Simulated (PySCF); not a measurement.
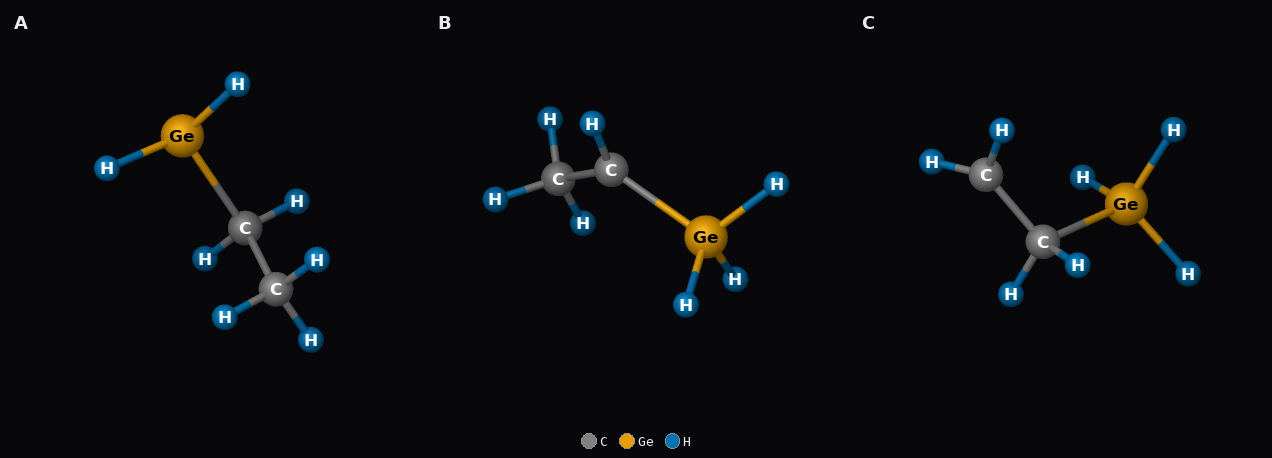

3 stationary structures of one formula. The species is neutral and a spin doublet. Geometries: PBE0-D3(BJ)/def2-SVP. Electronic energies: PBE0-D3(BJ)/def2-SVP (PySCF 2.14.0), without zero-point energy. No frequency run is at hand to confirm each as a minimum.

Question: How are they related?

Answer: They are constitutional isomers of C2H7Ge: A `C[CH2][GeH2]`, B `C[CH][GeH3]`, C `[CH2][CH2][GeH3]`.

Question: Which is lowest in energy, and by how much?

Answer: A is lowest; B lies 14.8 kcal/mol above it, C lies 15.7 kcal/mol above it.
